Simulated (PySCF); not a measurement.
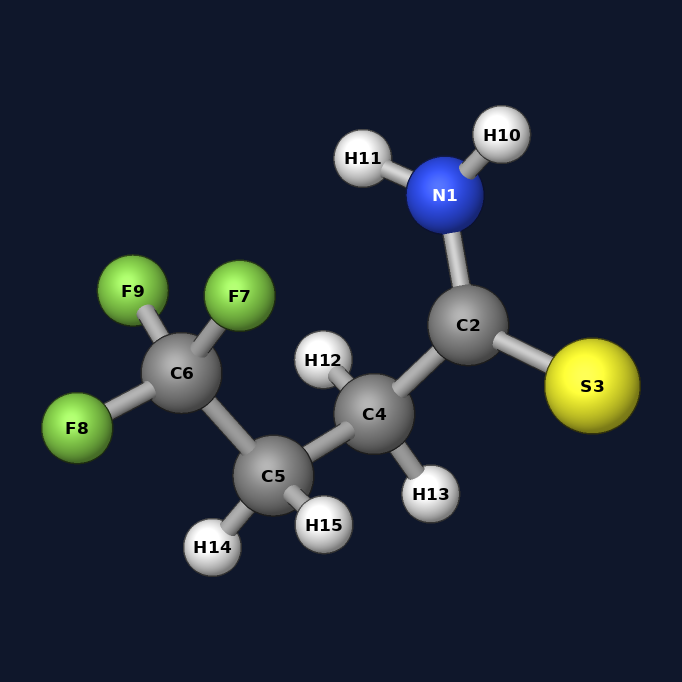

The geometry was computed by an optimisation with GFN2-xTB. No frequency run is at hand to confirm it as a minimum. Properties computed with GIAO PBE0/pcSseg-1 NMR shielding, non-relativistic, gas phase (PySCF 2.14.0). Principal shieldings σ11 ≤ σ22 ≤ σ33, span Ω = σ33 − σ11, skew κ = 3(σiso − σ22)/Ω.

Give the shielding tensors of the N atoms.

```tsv
atom	σ11	σ22	σ33	σiso	Ω	κ
N1	−9.0	139.3	202.8	111.0	211.9	−0.40
```

Shieldings and span in ppm.
